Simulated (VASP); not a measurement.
Band structure of PtAl2 (fluorite). These are PBE GGA with D4 dispersion, VASP's PBE PAW potentials (set 64) (plane waves; VASP) values and carry that method's errors.

Unless said otherwise, spin-orbit coupling is left out, though it shifts the bands of the heavy elements here.

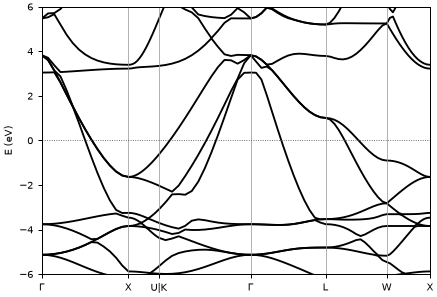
Figure. Bands along high-symmetry lines, zero at the valence-band maximum or, without a gap, the Fermi level

Problem. Read the plot: is there a gap, and where are the band edges?

Solution. It has no gap at this level: it comes out as a metal or semimetal. (Edges off the drawn lines would not show.)

The compound is PtAl2 in the fluorite structure. It was relaxed first.
